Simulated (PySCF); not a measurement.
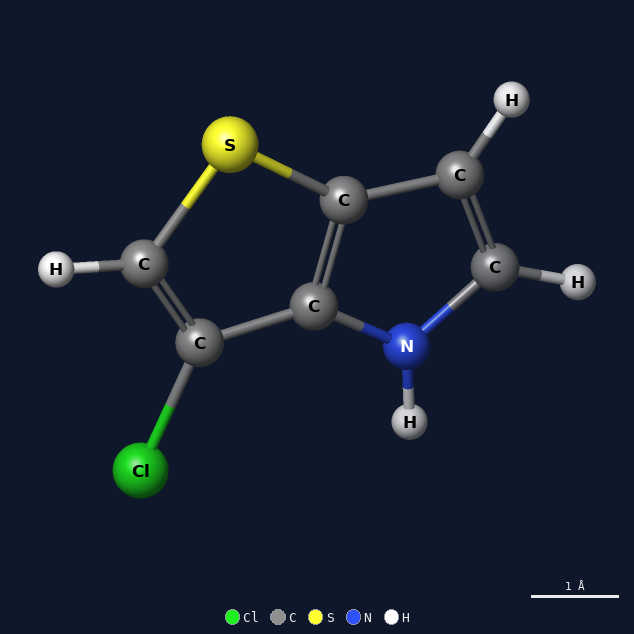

Double and triple bonds are drawn as two and three sticks.

Count the atoms of each element.

C6H4ClNS, 13 atoms: 6 carbon, 4 hydrogen, 1 chlorine, 1 nitrogen and 1 sulfur.

Name functional groups in it.

Among them: C–Cl bond.

How many bonds of each kind are drawn?

5 C–C, 3 C–H, 2 C–S, 2 C–N, 1 C–Cl, 1 N–H.

The parts below concern this one geometry. Atoms keep their numbers from picture to picture. Computed geometry: PBE0-D3(BJ)/def2-SVP optimisation. No frequency run is at hand to confirm it as a minimum.

Symmetry

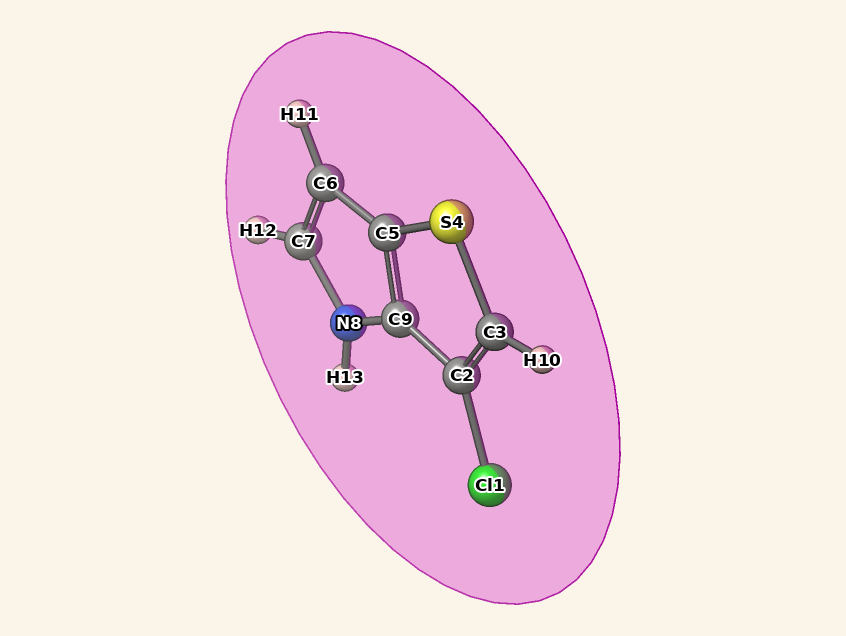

A disc through the centre of mass is drawn in. Depth is shown by fading: the farther an atom, the more it takes the colour of the background. No frequency run is at hand to confirm it as a minimum.

Is the plane of the disc a mirror plane of the structure?

Yes. The reflection leaves Cl1, C2, C3, S4, C5, C6, C7, N8, C9, H10, H11, H12, H13 in place. The point group is Cs.

Electronic properties

No frequency run is at hand to confirm it as a minimum. Properties computed with ωB97X-D/def2-SVPD, gas phase (PySCF 2.14.0). Excitations: vertical, linear response.

Predict the main results.

- dipole moment: 1.89 D
- HOMO energy (Kohn–Sham orbital): −7.84 eV
- LUMO energy (Kohn–Sham orbital): 1.09 eV
- HOMO–LUMO gap: 8.93 eV
- mean static polarisability: 106.6 bohr³
- lowest vertical singlet excitation: 5.16 eV
- its oscillator strength: 0.255

Bond orders

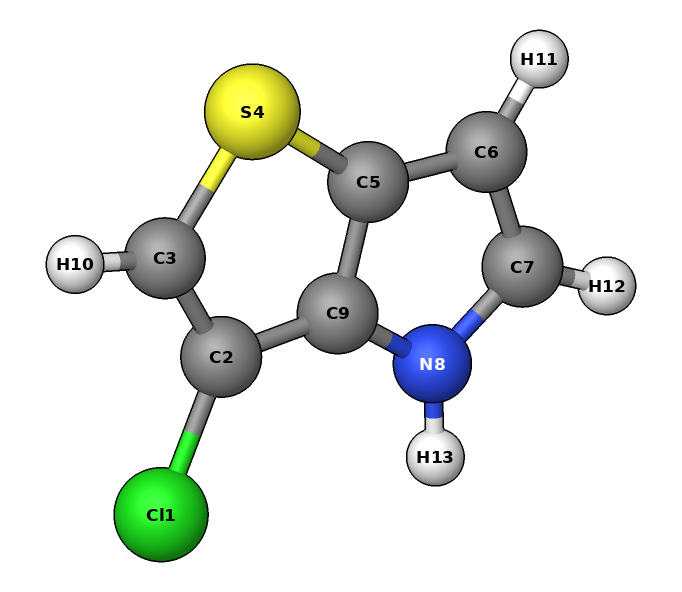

Every bond is drawn as one stick. No frequency run is at hand to confirm it as a minimum. Level of theory: PBE0/pcSseg-1 in chloroform (IEF-PCM) (PySCF 2.14.0).

List the Mayer bond orders of Cl1–C2, C2–C3, C2–C9, C3–S4, C3–H10, S4–C5, C5–C6, C5–C9, C6–C7, C6–H11, C7–N8, C7–H12, N8–C9, N8–H13.

| bond | Mayer order | length (Å) |
| --- | --- | --- |
| Cl1–C2 | 1.08 | 1.723 |
| C2–C3 | 1.54 | 1.369 |
| C2–C9 | 1.07 | 1.421 |
| C3–S4 | 1.12 | 1.737 |
| C3–H10 | 0.94 | 1.088 |
| S4–C5 | 1.05 | 1.730 |
| C5–C6 | 1.30 | 1.421 |
| C5–C9 | 1.29 | 1.394 |
| C6–C7 | 1.55 | 1.382 |
| C6–H11 | 1.00 | 1.087 |
| C7–N8 | 1.17 | 1.373 |
| C7–H12 | 0.97 | 1.088 |
| N8–C9 | 1.11 | 1.363 |
| N8–H13 | 0.92 | 1.010 |

NMR shielding

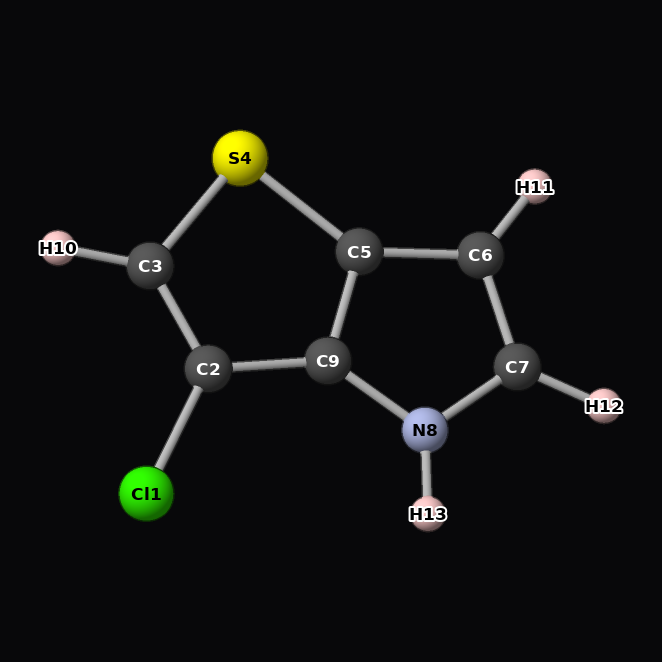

The questions are on isotropic NMR shieldings of the C atoms. No frequency run is at hand to confirm it as a minimum. Method: GIAO PBE0/pcSseg-1 NMR shielding, non-relativistic, IEF-PCM chloroform (PySCF 2.14.0).

List the isotropic NMR shieldings of the C atoms.

```
atom  σ (ppm)
  C2     66.6
  C3     58.6
  C5     55.4
  C6     77.8
  C7     56.8
  C9     48.2
```

Ring current

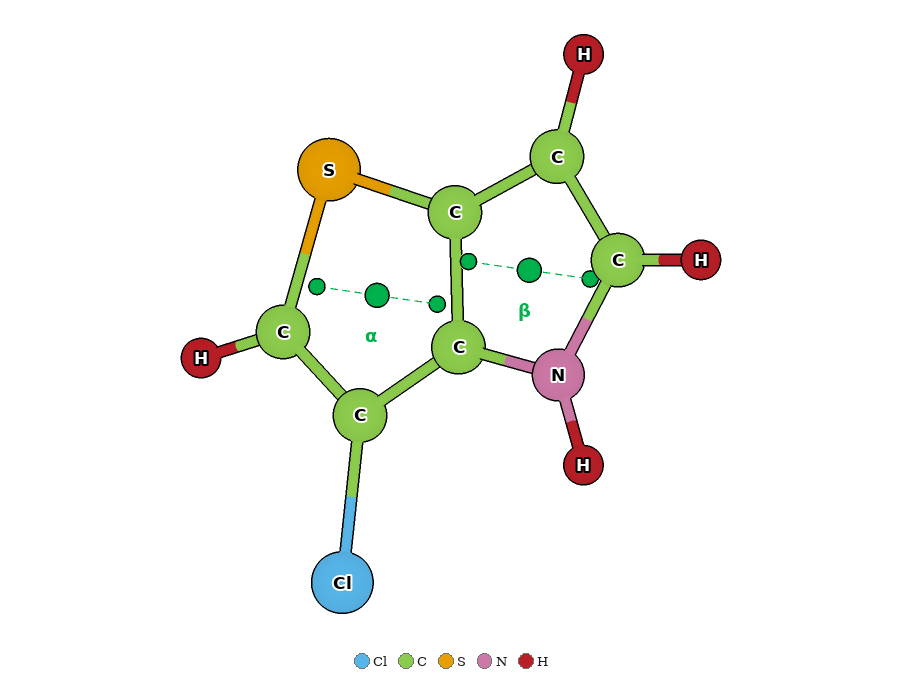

The small points mark where nucleus-independent chemical shifts (NICS) were computed: at the centre of each lettered ring and 1 Å above and below it. No frequency run is at hand to confirm it as a minimum. Method: GIAO PBE0/pcSseg-1 NMR shielding, non-relativistic, IEF-PCM chloroform (PySCF 2.14.0).

Give NICS(0), NICS(1) and the out-of-plane component NICS(1)zz for each ring (means of the two sides).

```json
{"ring": "α", "members": "C4S", "NICS(0)": "−12.3", "NICS(1)": "−9.7", "NICS(1)zz": "−20.9"}
{"ring": "β", "members": "C4N", "NICS(0)": "−13.7", "NICS(1)": "−11.2", "NICS(1)zz": "−28.6"}
```

Values in ppm.

What do the values say about the ring currents?

Ring α: diatropic, as in an aromatic ring. Ring β: diatropic, as in an aromatic ring. NICS is one index among several.
